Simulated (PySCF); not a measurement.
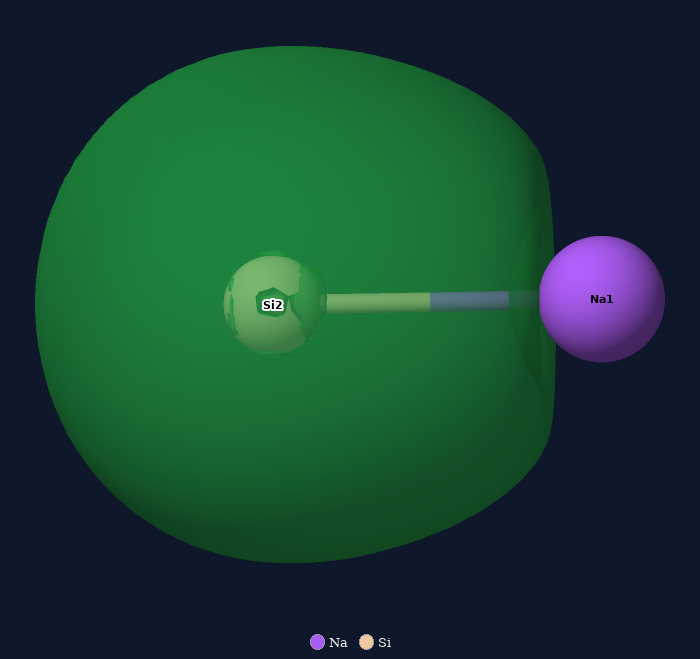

NaSi (quartet). Isosurface of the spin density at +0.015 e/Å³ (green), seen from one side.

Computed with PySCF, PBE0/def2-SVPD, non-relativistic Hamiltonian with scalar-relativistic core potentials where named, at a bond length of 2.713 Å.

Describe the spin distribution.

Answer. The unpaired spin (3 electrons) lies mostly on Si2 (about 2.5) and Na1 (about 0.5), in electrons by Hirshfeld's partition.
